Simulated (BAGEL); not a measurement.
# A workflow on CH7NOSi (SMILES CO[SiH2]N)

We compute a single-point energy (HF/cc-pVDZ), then a single-point energy (NEVPT2(2,2)/cc-pVDZ), then a single-point energy (CASPT2(2,2)/cc-pVDZ) of CH7NOSi. 

The calculation is run with BAGEL 1.2.2.

1 further run of the same task is left out (set aside as unsound or not needed).

### Step 1. The system as given

The species is CH7NOSi (11 atoms), meant as a singlet with charge 0. SMILES: `CO[SiH2]N`. One bond was lengthened or shortened from a relaxed shape.

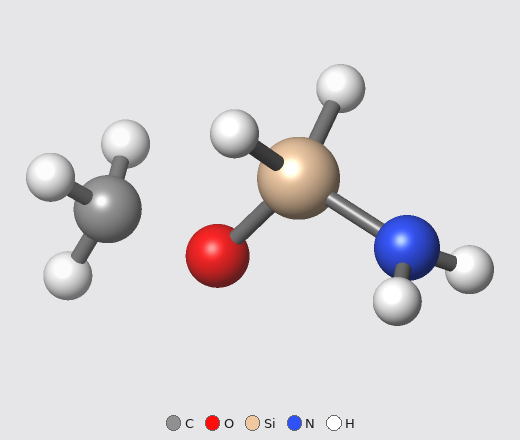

The structure, seen from a chosen angle (carbon grey, oxygen red, silicon light orange, nitrogen blue, hydrogen white).

### Step 2. A single-point energy at HF/cc-pVDZ (density fitting with svp-jkfit) (run 1)

input.json reads:

```json
{ "bagel" : [

{
  "title" : "molecule",
  "basis" : "cc-pvdz.json",
  "df_basis" : "svp-jkfit",
  "angstrom" : true,
  "geometry" : [
    { "atom" : "C", "xyz" : [      -0.662004,       1.892343,       0.609273 ] },
    { "atom" : "O", "xyz" : [      -0.610600,       0.508700,      -0.227100 ] },
    { "atom" : "Si", "xyz" : [       0.533800,      -0.642700,       0.054300 ] },
    { "atom" : "N", "xyz" : [       0.344700,      -2.006900,      -0.943700 ] },
    { "atom" : "H", "xyz" : [       0.251696,       2.483343,       0.471373 ] },
    { "atom" : "H", "xyz" : [      -1.508204,       2.481643,       0.251473 ] },
    { "atom" : "H", "xyz" : [      -0.797404,       1.712243,       1.682873 ] },
    { "atom" : "H", "xyz" : [       0.421900,      -1.079900,       1.472300 ] },
    { "atom" : "H", "xyz" : [       1.874600,      -0.055000,      -0.212100 ] },
    { "atom" : "H", "xyz" : [      -0.403400,      -2.661100,      -0.783300 ] },
    { "atom" : "H", "xyz" : [       0.593600,      -1.968000,      -1.918400 ] }
  ]
},

{
  "title" : "hf"
},

{
  "title" : "print",
  "file" : "orbitals.molden",
  "orbitals" : true
}

]}
```

The basis set cc-pVDZ is read from a file made from the Basis Set Exchange's data (not shown).

Run with:

```bash
$ BAGEL_NUM_THREADS=1 BAGEL input.json > input.out
```

Log:

```text
* using 1 threads per process

  ===============================================================
  ===============================================================

  *** Geometry ***

  { "atom" : "C", "xyz" : [     -1.251006,      3.576010,      1.151359 ] },
  { "atom" : "O", "xyz" : [     -1.153867,      0.961304,     -0.429157 ] },
  { "atom" : "Si", "xyz" : [      1.008736,     -1.214527,      0.102612 ] },
[... 7 lines of this table left out ...]
  { "atom" : "H", "xyz" : [      1.121741,     -3.718981,     -3.625251 ] },

  Number of auxiliary basis functions:      483

  Since a DF basis is specified, we compute 2- and 3-index integrals:
    o Being stored without compression. Storage requirement is 0.035 GB

  Number of basis functions:       95
  Number of electrons      :       42

    * METHOD: MOLECULE                             0.22

  *** RHF ***

  === Nuclear Repulsion ===
   176.0432518110

      * DIIS with orbital gradients will be used.

  === RHF iteration (cc-pvdz.json) ===
      0       -459.92302956          0.01729115           0.06
      1       -460.11444480          0.01167809           0.06
      2       -460.21895556          0.00152996           0.06
[... 10 lines of this table left out ...]
     13       -460.22138469          0.00000001           0.06
    * SCF iteration converged.

    * Permanent dipole moment:
           (    0.164626,    -0.370809,    -0.099918) a.u.

    * METHOD: HF                                   1.00

    * METHOD: PRINT                                0.02

  ===============================================================
```

Wall time 1.5 s (1 thread of Arm Neoverse V2, shared host); peak memory 0.15 GiB.

### Step 3. A single-point energy at NEVPT2(2,2)/cc-pVDZ (density fitting with svp-jkfit) (run 2)

nevpt2.json reads:

```json
{ "bagel": [

{
  "title": "molecule",
  "basis": "cc-pvdz.json",
  "df_basis": "svp-jkfit",
  "angstrom": true,
  "geometry": [
    { "atom": "C", "xyz": [   -0.662004,    1.892343,    0.609273 ] },
    { "atom": "O", "xyz": [   -0.610600,    0.508700,   -0.227100 ] },
    { "atom": "Si", "xyz": [    0.533800,   -0.642700,    0.054300 ] },
    { "atom": "N", "xyz": [    0.344700,   -2.006900,   -0.943700 ] },
    { "atom": "H", "xyz": [    0.251696,    2.483343,    0.471373 ] },
    { "atom": "H", "xyz": [   -1.508204,    2.481643,    0.251473 ] },
    { "atom": "H", "xyz": [   -0.797404,    1.712243,    1.682873 ] },
    { "atom": "H", "xyz": [    0.421900,   -1.079900,    1.472300 ] },
    { "atom": "H", "xyz": [    1.874600,   -0.055000,   -0.212100 ] },
    { "atom": "H", "xyz": [   -0.403400,   -2.661100,   -0.783300 ] },
    { "atom": "H", "xyz": [    0.593600,   -1.968000,   -1.918400 ] }
  ]
},
{ "title": "hf" },
{ "title": "nevpt2", "nstate": 1, "nact": 2, "nclosed": 20, "active": [16, 24], "maxiter": 200, "natocc": true, "ncore": 8 },
{ "title": "print", "file": "orbitals.molden", "orbitals": true }

]}
```

The basis set cc-pVDZ is read from a file made from the Basis Set Exchange's data (not shown).

Run with:

```bash
$ BAGEL_NUM_THREADS=1 BAGEL nevpt2.json > nevpt2.out
```

Log:

```text
* using 1 threads per process

  ===============================================================
  ===============================================================

  *** Geometry ***

  { "atom" : "C", "xyz" : [     -1.251006,      3.576010,      1.151359 ] },
  { "atom" : "O", "xyz" : [     -1.153867,      0.961304,     -0.429157 ] },
  { "atom" : "Si", "xyz" : [      1.008736,     -1.214527,      0.102612 ] },
[... 7 lines of this table left out ...]
  { "atom" : "H", "xyz" : [      1.121741,     -3.718981,     -3.625251 ] },

[... 23 lines left out ...]
    * SCF iteration converged.
[... 1 line left out ...]
    * Permanent dipole moment:
[... 28 lines left out ...]
    * Second-order optimization converged. *
[... 9 lines left out ...]
     * ci vector, state   0, <S^2> = 0.0000
       2.     0.9898381265
       .2    -0.1421987460

  === DF-NEVPT2 calculation ===

    * 3-index integral transformation done
    * assembly done

      NEVPT2 correlation energy:   -0.5763279675      0.23

          (+0)     -0.4604354854
          (+0)'    -0.0476717899
          (+1)     -0.0119342077
          (+1)'    -0.0000000000
          (+2)     -0.0009687091
          (-1)     -0.0504423015
          (-1)'     0.0000000000
          (-2)     -0.0048754741

      NEVPT2 total energy:       -460.8254725890

    * METHOD: NEVPT2                               6.06

    * METHOD: PRINT                                0.02

  ===============================================================
```

Run time: 7.5 s. Hardware: 1 thread of Arm Neoverse V2, shared host; peak memory 0.15 GiB.

### Step 4. The energy at CASPT2(2,2)/cc-pVDZ (density fitting with svp-jkfit) (run 3)

input.json: that of step 2 with these lines changed.

```diff
@@ -27,2 +27,12 @@
 {
+  "title" : "casscf",
+  "nstate" : 1,
+  "nact" : 2,
+  "nclosed" : 20,
+  "active" : [16, 24],
+  "maxiter" : 200,
+  "natocc" : true
+},
+
+{
   "title" : "print",
@@ -30,2 +40,13 @@
   "orbitals" : true
+},
+
+{
+  "title" : "smith",
+  "method" : "caspt2",
+  "ms" : true,
+  "xms" : true,
+  "sssr" : true,
+  "shift" : 0.2,
+  "shift_imag" : true,
+  "ncore" : 8
 }
```

The basis set cc-pVDZ is read from a file made from the Basis Set Exchange's data (not shown).

Run with:

```bash
$ BAGEL_NUM_THREADS=1 BAGEL input.json > input.out
```

Log:

```text
* using 1 threads per process

  ===============================================================
  ===============================================================

  *** Geometry ***

  { "atom" : "C", "xyz" : [     -1.251006,      3.576010,      1.151359 ] },
  { "atom" : "O", "xyz" : [     -1.153867,      0.961304,     -0.429157 ] },
  { "atom" : "Si", "xyz" : [      1.008736,     -1.214527,      0.102612 ] },
[... 7 lines of this table left out ...]
  { "atom" : "H", "xyz" : [      1.121741,     -3.718981,     -3.625251 ] },

[... 25 lines left out ...]
    * Permanent dipole moment:
[... 37 lines left out ...]
     * ci vector, state   0, <S^2> = 0.0000
[... 21 lines left out ...]
       #      aibj      arbs      arbi      airj      risj      airs      arst      rist         Etot      error   time
[... 9 lines left out ...]
      ------------------------------------------------------------------------------------------------------------------

    * CASPT2 energy : state  0     -460.8267353897
        w/o shift correction       -460.8241295690
        reference weight              0.8470335034

    * METHOD: SMITH                                0.87

  ===============================================================
```

Wall time 8.1 s (1 thread of Arm Neoverse V2, shared host); peak memory 0.26 GiB.

### Step 5. Outcome

```
                                quantity          value
         run 1, HF/cc-pVDZ: total energy  -460.22138 Eh
        run 1, HF/cc-pVDZ: dipole moment         1.06 D
          run 1, HF/cc-pVDZ: HOMO energy      -11.07 eV
          run 1, HF/cc-pVDZ: LUMO energy        4.66 eV
        run 1, HF/cc-pVDZ: HOMO–LUMO gap       15.73 eV
run 2, NEVPT2(2,2)/cc-pVDZ: total energy  -460.82547 Eh
run 3, CASPT2(2,2)/cc-pVDZ: total energy  -460.82674 Eh
```
